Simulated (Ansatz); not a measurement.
## Electronic structure of CH₃AlCl₂ (SMILES [CH3][Al]([Cl])[Cl]) in real space

Input file:

```
crystal:
  periodic: [false, false, false]
  atoms:
    - { symbol: C, position_ang: [-0.1414, 0.9297, -0.152] }
    - { symbol: Al, position_ang: [0.1653, -0.9607, 0.1512] }
    - { symbol: Cl, position_ang: [1.87, -1.5707, 1.3638] }
    - { symbol: Cl, position_ang: [-1.0924, -2.4757, -0.7266] }
    - { symbol: H, position_ang: [-1.0928, 1.0764, -0.8139] }
    - { symbol: H, position_ang: [-0.3539, 1.499, 0.807] }
    - { symbol: H, position_ang: [0.7064, 1.4341, -0.6752] }
basis:
  gaussian: { orbitals: def2-SVP }
hamiltonian:
  xc: b3lyp
relax:
  f_tol: 0.02
  max_steps: 40
scf:
  lower_state_search: "off"
output:
  orbitals: {}
```

Run with:

```sh
ansatz run input.yaml --threads 1 --pin off --max-ram 2048MiB --backend cpu --events-out ev --progress --plain --runs-dir out
```

The fields are those of the run's last geometry, not of the input's.

Theory: Ansatz, RKS B3LYP/def2-SVP.

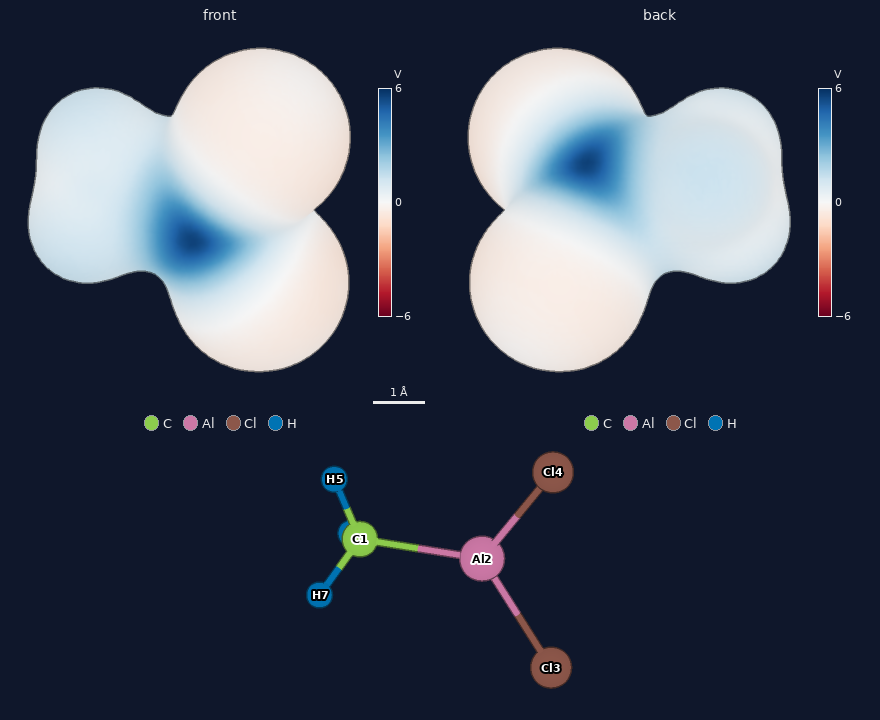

Figure 1. The electrostatic potential painted on the density surface at 0.004 e/bohr³, seen from the front and from behind; the colour scale runs from red (negative) to blue (positive). The bare structure is drawn below in the same view.

### Describe the electrostatic potential map.

The most negative region (about −0.6 V) lies over Cl3 and Cl4, the most positive (about +5.3 V) over Al2.

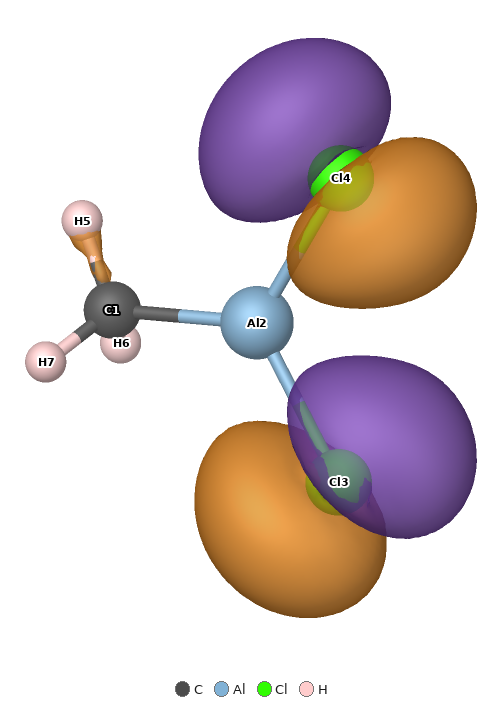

Figure 2. The HOMO−1 at ±0.08 Å⁻³ᐟ² (orange and purple are the two phases), seen at a tilt.

### What is the character of this orbital?

It lies mainly on Cl3 (about 50 %) and Cl4 (about 45 %); largely a combination of lone pairs on Cl3 and Cl4. Its energy is −8.56 eV.
